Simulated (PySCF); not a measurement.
# NS (SMILES [N]=S) at UM06-L/cc-pVTZ

What is the vertical doublet–quartet gap of NS at UM06-L/cc-pVTZ? The job is set up through a Python script.

Program for the calculation: PySCF 2.14.0.

7 further runs of the same task are left out: 2 that didn't finish, 5 set aside as unsound or not needed.

## (1) The molecule

NS: 2 atoms, total charge 0, spin state doublet. SMILES: `[N]=S`. The coordinates come from a GFN2-xTB relaxation.

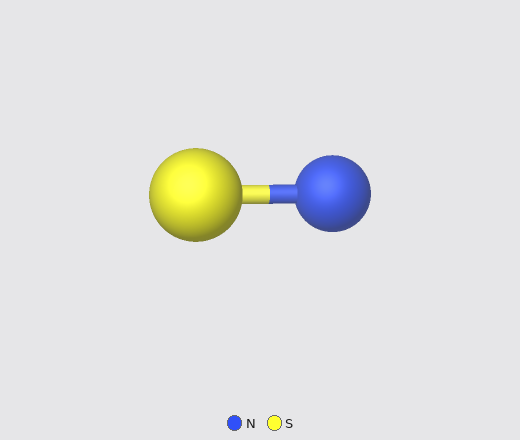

Viewed from a chosen angle; nitrogen blue, sulfur yellow.

## (2) A single-point energy at UM06-L/cc-pVTZ

job.py reads:

```python
from pyscf import gto, dft

molecule = gto.M(
    atom='''
N        0.000000       0.000000       0.000000
S        0.000000       0.000000       1.463180
''',
    max_memory=1860,
    basis='cc-pvtz',
    spin=1,
    verbose=4,
)

calc0 = dft.UKS(molecule)
calc0.xc = 'm06-l'
calc0.conv_tol = 1e-10
calc0.grids.level = 5
calc0.kernel()
if not calc0.converged:
    calc0 = calc0.newton().run(calc0.mo_coeff, calc0.mo_occ)

e_tot = calc0.e_tot
print('Final energy', e_tot)
```

On the command line:

```bash
$ OMP_NUM_THREADS=1 python job.py
```

The log of the run:

```text
PySCF version 2.14.0

[INPUT] num. atoms = 2
[INPUT] num. electrons = 23
[INPUT] charge = 0
[INPUT] spin (= nelec alpha-beta = 2S) = 1
[INPUT] symmetry False subgroup None
[INPUT] Mole.unit = angstrom
[INPUT] Symbol           X                Y                Z      unit          X                Y                Z       unit  Magmom
[INPUT]  1 N      0.000000000000   0.000000000000   0.000000000000 AA    0.000000000000   0.000000000000   0.000000000000 Bohr   0.0
[INPUT]  2 S      0.000000000000   0.000000000000   1.463180000000 AA    0.000000000000   0.000000000000   2.765009470941 Bohr   0.0

nuclear repulsion = 40.5061903682664
number of shells = 18
number of NR pGTOs = 101
number of NR cGTOs = 64
basis = cc-pvtz
ecp = {}

******** <class 'pyscf.dft.uks.UKS'> ********
method = UKS
initial guess = minao
damping factor = 0
level_shift factor = 0
DIIS = <class 'pyscf.scf.diis.CDIIS'>
diis_start_cycle = 1
diis_space = 8
diis_damp = 0
SCF conv_tol = 1e-10
SCF conv_tol_grad = None
SCF max_cycles = 50
direct_scf = True
direct_scf_tol = 1e-13
number electrons alpha = 12  beta = 11
XC library pyscf.dft.libxc version 7.0.0
    S. Lehtola, C. Steigemann, M. J.T. Oliveira, and M. A.L. Marques.,  SoftwareX 7, 1–5 (2018)
XC functionals = m06-l
    Y. Zhao and D. G. Truhlar.,  Theor. Chem. Acc. 120, 215 (2008)
radial grids:
    Treutler-Ahlrichs [JCP 102, 346 (1995); DOI:10.1063/1.469408] (M4) radial grids

becke partition: Becke, JCP 88, 2547 (1988); DOI:10.1063/1.454033
pruning grids: <function nwchem_prune>
grids dens level: 5
symmetrized grids: False
atomic radii adjust function: <function treutler_atomic_radii_adjust>
small_rho_cutoff = 0
Set gradient conv threshold to 1e-05
tot grids = 85168
init E= -453.1006733777

[... the frontier-level lines of each cycle are left out ...]



cycle= 1 E= -452.851593414952  delta_E= 0.249  |g|= 0.237  |ddm|= 1.11
cycle= 2 E= -452.563125991951  delta_E= 0.288  |g|= 0.754  |ddm|= 0.526
cycle= 3 E= -452.883395430697  delta_E= -0.32  |g|= 0.0135  |ddm|= 0.409
cycle= 4 E= -452.883531722232  delta_E= -0.000136  |g|= 0.00435  |ddm|= 0.0256
cycle= 5 E= -452.883548838059  delta_E= -1.71e-05  |g|= 0.00266  |ddm|= 0.00681
cycle= 6 E= -452.883554572897  delta_E= -5.73e-06  |g|= 0.00115  |ddm|= 0.00277
cycle= 7 E= -452.883556626257  delta_E= -2.05e-06  |g|= 0.000422  |ddm|= 0.00209
cycle= 8 E= -452.88355720358  delta_E= -5.77e-07  |g|= 0.000217  |ddm|= 0.00125
cycle= 9 E= -452.883557406659  delta_E= -2.03e-07  |g|= 5.82e-05  |ddm|= 0.00107
cycle= 10 E= -452.883557414489  delta_E= -7.83e-09  |g|= 2.14e-05  |ddm|= 0.000206
[... cycles 11 to 36 left out ...]
cycle= 37 E= -452.883557295831  delta_E= -3.75e-08  |g|= 3.88e-05  |ddm|= 0.0221
cycle= 38 E= -452.883557253909  delta_E= 4.19e-08  |g|= 0.000252  |ddm|= 0.0175
cycle= 39 E= -452.883557225383  delta_E= 2.85e-08  |g|= 0.000354  |ddm|= 0.00615
cycle= 40 E= -452.883557225788  delta_E= -4.04e-10  |g|= 0.000352  |ddm|= 1.33e-05
cycle= 41 E= -452.883557254503  delta_E= -2.87e-08  |g|= 0.00025  |ddm|= 0.00658
cycle= 42 E= -452.883557251728  delta_E= 2.78e-09  |g|= 0.000265  |ddm|= 0.0108
cycle= 43 E= -452.88355728264  delta_E= -3.09e-08  |g|= 1.71e-05  |ddm|= 0.00841
cycle= 44 E= -452.883557282907  delta_E= -2.66e-10  |g|= 1.11e-06  |ddm|= 0.000969
cycle= 45 E= -452.883557282689  delta_E= 2.18e-10  |g|= 5.78e-06  |ddm|= 0.0018
cycle= 46 E= -452.883557282725  delta_E= -3.64e-11  |g|= 3.12e-07  |ddm|= 0.000305
Extra cycle  E= -452.883557282725  delta_E= 1.14e-13  |g|= 2.83e-07  |ddm|= 1.6e-06
converged SCF energy = -452.883557282725  <S^2> = 0.7541134  2S+1 = 2.0041092
Final energy -452.8835572827252
```

Wall time 46 s (1 thread of Arm Neoverse V2, shared host); peak memory 0.34 GiB.

## (3) The quartet at the same level

input.py reads:

```python
from pyscf import gto, dft

molecule = gto.M(
    atom='N 0.000000 0.000000 0.000000; S 0.000000 0.000000 1.463180',
    max_memory=1860,
    basis='cc-pvtz',
    spin=3,
    charge=0,
    verbose=3,
)

calc0 = dft.UKS(molecule)
calc0.xc = 'm06-l'
calc0.grids.level = 5
calc0.conv_tol = 1e-10
calc0.kernel()
if not calc0.converged:
    calc0 = calc0.newton().run(calc0.mo_coeff, calc0.mo_occ)

e_final = calc0.e_tot
print('E = %.10f Eh' % e_final)
```

On the command line:

```bash
$ OMP_NUM_THREADS=1 python input.py
```

The log of the run:

```text
WARN: HOMO -0.162625786354982 >= LUMO -0.378227183377849

WARN: HOMO -0.184529713048293 >= LUMO -0.273454546168113

WARN: HOMO -0.194557464773154 >= LUMO -0.292953727330016

WARN: HOMO -0.192192005503209 >= LUMO -0.273856646245183

WARN: HOMO -0.191894817972732 >= LUMO -0.267945989558297

WARN: HOMO -0.193370325217619 >= LUMO -0.267336702022269

WARN: HOMO -0.192799648143057 >= LUMO -0.265534336188366

WARN: HOMO -0.192873759094961 >= LUMO -0.265262533244472

WARN: HOMO -0.192848339381746 >= LUMO -0.265101372316171

WARN: HOMO -0.192846259799044 >= LUMO -0.265080334098891

WARN: HOMO -0.192845668044058 >= LUMO -0.26507925285187

WARN: HOMO -0.192845719521573 >= LUMO -0.265078762047277

converged SCF energy = -452.753758117595  <S^2> = 3.7667193  2S+1 = 4.008351
E = -452.7537581176 Eh
```

Run time: 13 s. Hardware: 1 thread of Arm Neoverse V2, shared host; peak memory 0.34 GiB.

## (4) Results

At UM06-L/cc-pVTZ:

| quantity | value |
| --- | --- |
| doublet: total energy | -452.88356 Eh |
| doublet: dipole moment | 1.80 D |
| doublet: HOMO energy (highest over α and β) | -4.71 eV |
| doublet: LUMO energy (lowest over α and β) | -4.30 eV |
| doublet: ⟨S²⟩ | 0.754 |
| quartet: total energy | -452.75376 Eh |
| quartet: dipole moment | 0.13 D |
| quartet: HOMO energy (highest over α and β) | -5.25 eV |
| quartet: ⟨S²⟩ | 3.767 |
| vertical energy of the quartet above the doublet | 3.532 eV |

In words: At this shape the quartet lies 3.53 eV (341 kJ/mol) above the doublet.
